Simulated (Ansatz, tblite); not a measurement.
# SnH4: charged states by level of theory

Aim: the energy of removing an electron for SnH4, by energy differences, and how well orbital energies stand in for it.

Method: as each input shows; program: Ansatz 0.2.0, Gaussian basis.

Plan: charge +1 doublet, at the geometry of the singlet (PBE0-D4/def2-TZVP, PBE-D4/def2-TZVP, r2SCAN-D4/def2-TZVP, CCSD(T)/def2-TZVPP); the starting singlet's energies come from earlier runs.

5 further runs of the same task are left out: 1 that didn't finish, 4 set aside as unsound or not needed. Runs told in other sessions of the task aren't counted.

**1. The geometry**

The geometry is that of the singlet, from an earlier relaxation (PBE-D4/def2-TZVP).

5 atoms, charge 0, spin multiplicity 1.

Atoms are counted from 1 here; the program's logs count them from 0.

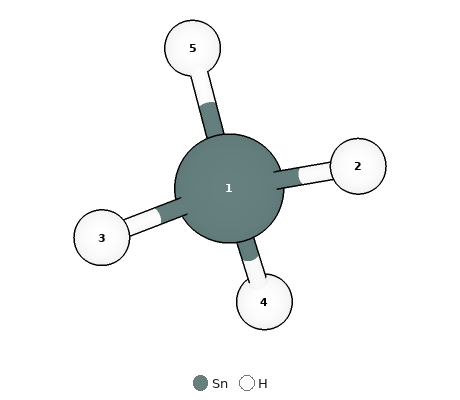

The structure; tin teal, hydrogen white; atoms are numbered from 1 in the order of the file.

Sn takes a core potential in the def2 sets. No spin-orbit coupling is included.

**2. Charge +1 doublet at the fixed geometry, PBE0-D4/def2-TZVP**

The input, in.yaml:

```yaml
crystal:
  periodic: [false, false, false]
  atoms:
    - {symbol: Sn, position_ang: [0.000158, -0.000047, 0.000024]}
    - {symbol: H, position_ang: [0.010831, -0.018707, 1.716007]}
    - {symbol: H, position_ang: [1.614274, 0.011012, -0.582740]}
    - {symbol: H, position_ang: [-0.816703, 1.404937, -0.551110]}
    - {symbol: H, position_ang: [-0.808560, -1.397196, -0.582190]}
basis:
  gaussian: {orbitals: def2-TZVP}
total_charge: 1
magnetization: {spin_polarized: true, initial_magnetization: 1}
hamiltonian: {xc: pbe0, dispersion: d4}
output: {orbitals: {seedname: orbitals}}
```

The run is started by

```console
$ ansatz run in.yaml --threads 4 --pin off --events-out ev --progress --plain --max-ram 3916MiB
```

Log:

```text
Functional definition: PBE0
  name "PBE0"
  cite "Adamo & Barone, J. Chem. Phys. 110, 6158 (1999) doi:10.1063/1.478522"
  cite "Perdew, Burke & Ernzerhof, Phys. Rev. Lett. 77, 3865 (1996) doi:10.1103/PhysRevLett.77.3865"
  parent pbe
  parameter a = 0.25
  parameter kappa = 0.804
  parameter beta = 0.06672455060314922
  exchange = (1 - a)*pbe_x(kappa = kappa, mu = beta*pi^2/3) + a*exact_x
  correlation = pbe_c(beta = beta)
637 factors; their error is unknown
mean field evaluation 1: about -5883.5861 eV, gradient 8.5e0 eV
mean field evaluation 2: about -5883.3397 eV, gradient 1.2e1 eV
mean field evaluation 4: about -5884.1791 eV, gradient 5.8e-1 eV
mean field evaluation 8: about -5884.1865 eV, gradient 2.7e-1 eV
mean field evaluation 16: about -5884.2727 eV, gradient 8.1e-5 eV
mean field evaluation 32: about -5884.2281 eV, gradient 2.0e-1 eV
mean field -5884.27268227 eV, -216.2430325701 hartree, gradient 8.0e-6 eV, S^2 0.763071; 4 other end points of the search recorded, 0 dependent functions left out
reference -5884.27271411 eV, -216.2430337401 hartree; 13, 12 occupied and 61, 62 virtual orbitals, 637 factors
Total energy: -5884.29922453 eV, -216.2440079801 hartree
```

Wall time 1.8 s (4 threads of Arm Neoverse V2, shared host).

HOMO -15.50 eV, LUMO -13.81 eV (over both spins); ⟨S²⟩ 0.763 (pure: 0.75).

**3. Charge +1 doublet at the fixed geometry, PBE-D4/def2-TZVP**

start.molden holds the orbitals of an earlier run on this state, given as this run's starting guess.

in.yaml, as its differences from that of step 2:

```diff
@@ -9,6 +9,7 @@
 basis:
-  gaussian: {orbitals: def2-TZVP}
+  gaussian: {orbitals: def2-TZVP, initial_orbitals: start.molden}
 total_charge: 1
 magnetization: {spin_polarized: true, initial_magnetization: 1}
-hamiltonian: {xc: pbe0, dispersion: d4}
+hamiltonian: {xc: pbe, dispersion: d4}
+scf: {omitted_lower_state_checks: [starts]}
 output: {orbitals: {seedname: orbitals}}
```

The command is unchanged.

Log:

```text
Functional definition: PBE
  name "PBE"
  cite "Perdew, Burke & Ernzerhof, Phys. Rev. Lett. 77, 3865 (1996) doi:10.1103/PhysRevLett.77.3865"
  parent pbe
  parameter kappa = 0.804
  parameter beta = 0.06672455060314922
  exchange = pbe_x(kappa = kappa, mu = beta*pi^2/3)
  correlation = pbe_c(beta = beta)
these checks for a lower state are left out or cut short: starts
564 factors; their error is unknown
mean field evaluation 1: about -5884.0782 eV, gradient 3.1e0 eV
mean field evaluation 2: about -5884.1225 eV, gradient 4.2e-2 eV
mean field evaluation 4: about -5884.1143 eV, gradient 8.3e-5 eV
mean field -5884.11425906 eV, -216.2372106247 hartree, gradient 2.4e-5 eV, S^2 0.755028; 0 other end points of the search recorded, 0 dependent functions left out
reference -5884.11430303 eV, -216.2372122404 hartree; 13, 12 occupied and 61, 62 virtual orbitals, 564 factors
Total energy: -5884.14638945 eV, -216.2383913948 hartree
Checks for a lower state left out: starts
```

Run time: 0.5 s. Hardware: 4 threads of Arm Neoverse V2, shared host.

Report: HOMO -14.53 eV, LUMO -14.48 eV (over both spins); ⟨S²⟩ 0.755 (pure: 0.75).

**4. Charge +1 doublet at the fixed geometry, r2SCAN-D4/def2-TZVP**

in.yaml, as its differences from that of step 3:

```diff
@@ -12,3 +12,3 @@
 magnetization: {spin_polarized: true, initial_magnetization: 1}
-hamiltonian: {xc: pbe, dispersion: d4}
+hamiltonian: {xc: r2scan, dispersion: d4}
 scf: {omitted_lower_state_checks: [starts]}
```

The command is unchanged.

Log:

```text
Functional definition: r2SCAN
  name "r2SCAN"
  cite "Furness, Kaplan, Ning, Perdew & Sun, J. Phys. Chem. Lett. 11, 8208 (2020) doi:10.1021/acs.jpclett.0c02405"
  cite "Furness, Kaplan, Ning, Perdew & Sun, J. Phys. Chem. Lett. 11, 9248 (2020) doi:10.1021/acs.jpclett.0c03077"
  parent r2scan
  parameter k0 = 0.174
  parameter k1 = 0.065
  parameter a1 = 4.9479
  exchange = r2scan_x(k0 = k0, k1 = k1, a1 = a1)
  correlation = r2scan_c
these checks for a lower state are left out or cut short: starts
564 factors; their error is unknown
mean field evaluation 1: about -5886.4531 eV, gradient 2.6e0 eV
mean field evaluation 2: about -5886.4701 eV, gradient 1.9e-2 eV
mean field evaluation 4: about -5886.4656 eV, gradient 2.6e-5 eV
mean field -5886.46564157 eV, -216.3236223381 hartree, gradient 2.3e-5 eV, S^2 0.763377; 0 other end points of the search recorded, 0 dependent functions left out
reference -5886.46565606 eV, -216.3236228706 hartree; 13, 12 occupied and 61, 62 virtual orbitals, 564 factors
Total energy: -5886.47256013 eV, -216.3238765903 hartree
Checks for a lower state left out: starts
```

Wall time 1.1 s (4 threads of Arm Neoverse V2, shared host).

HOMO -14.75 eV, LUMO -14.48 eV (over both spins); ⟨S²⟩ 0.763 (pure: 0.75).

**5. Charge +1 doublet at the fixed geometry, CCSD(T)/def2-TZVPP**

in.yaml, as its differences from that of step 4:

```diff
@@ -9,7 +9,7 @@
 basis:
-  gaussian: {orbitals: def2-TZVP, initial_orbitals: start.molden}
+  gaussian: {orbitals: def2-TZVPP, initial_orbitals: start.molden}
 total_charge: 1
 magnetization: {spin_polarized: true, initial_magnetization: 1}
-hamiltonian: {xc: r2scan, dispersion: d4}
-scf: {omitted_lower_state_checks: [starts]}
+correlation: {method: ccsd_t}
+scf: {omitted_lower_state_checks: [starts, cluster_reference]}
 output: {orbitals: {seedname: orbitals}}
```

The command is unchanged.

Log, shortened:

```text
Functional definition: HF
  name "HF"
  cite "Fock, Z. Phys. 61, 126 (1930) doi:10.1007/BF01340294"
  parent pbe
[...]
758 factors; integrals over basis functions are off by at most 1.4e-3 eV
[...]
mean field -5857.08928131 eV, -215.2440610106 hartree, gradient 2.0e-6 eV, S^2 0.762726; 0 other end points of the search recorded, 0 dependent functions left out
4 core orbitals not correlated: weight in the atoms' cores, before any rotation towards them, 1.000 or more for the frozen orbitals, at most 0.000 for the correlated occupied ones
reference -5857.08928131 eV, -215.2440610106 hartree; 9, 8 occupied and 93, 94 virtual orbitals, 758 factors
second order -8.77080576 eV of doubles, -0.00000000 eV of singles
cycle   1  -8.83790124 eV  change   -6.7e-2 eV  update   8.2e-2
[...]
cycle  15  -9.21839377 eV  change    4.3e-7 eV  update   1.8e-5
perturbative correction -0.23279691 eV, -0.0085551285 hartree
Total energy: -5866.54047199 eV, -215.5913858618 hartree
Checks for a lower state left out: starts, cluster_reference
```

Run time: 8 s. Hardware: 4 threads of Arm Neoverse V2, shared host.

From the report: Hartree-Fock HOMO -18.04 eV, LUMO -9.81 eV (over both spins); ⟨S²⟩ 0.763 (pure: 0.75); T1 0.020.

**6. Vertical ionisation energy**

Charged state less starting state, singlet to doublet; the starting state's energies are those of its earlier runs.

Differences are taken before rounding.

```
             method  vertical ionisation energy (eV)  from CCSD(T)/def2-TZVPP (eV)    time
      HF/def2-TZVPP                            10.89                         -0.79        
   PBE-D4/def2-TZVP                            11.20                         -0.49  0.75 s
r2SCAN-D4/def2-TZVP                            11.36                         -0.32   1.8 s
  PBE0-D4/def2-TZVP                            11.49                         -0.20   2.2 s
     MP2/def2-TZVPP                            11.65                         -0.04        
    CCSD/def2-TZVPP                            11.68                          0.00        
 CCSD(T)/def2-TZVPP                            11.68                             0   9.9 s
```

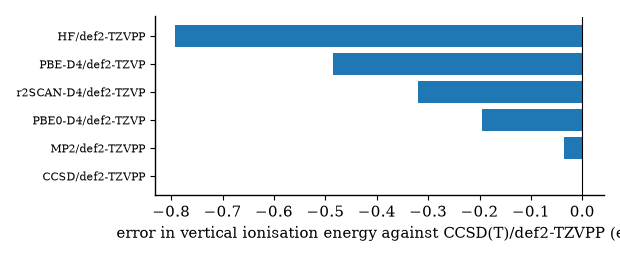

Deviations from CCSD(T)/def2-TZVPP, method by method.

Times add the two runs; a level without a time comes out of a correlated run.

Beside −ε(HOMO) of the starting state:

```
              level  −ε(HOMO) (eV)  by difference (eV)  mismatch (eV)
   PBE-D4/def2-TZVP           7.92               11.20          -3.28
r2SCAN-D4/def2-TZVP           8.24               11.36          -3.12
  PBE0-D4/def2-TZVP           9.15               11.49          -2.34
```

**7. Outcome**

| quantity | value |
| --- | --- |
| vertical ionisation energy, functionals in def2-TZVP | 11.20 (PBE-D4) to 11.49 eV (PBE0-D4) |
| vertical ionisation energy, CCSD(T)/def2-TZVPP | 11.68 eV |

The vertical ionisation energy spans 11.20 to 11.49 eV over the functionals, beside 11.68 eV from CCSD(T)/def2-TZVPP. −ε(HOMO) misses the level's own difference by -2.34 eV at best (PBE0-D4) and -3.28 eV at worst (PBE-D4). The reference is CCSD(T) in one finite basis, so it carries an error of its own, often a tenth of an eV or more, and near misses can't be ranked.
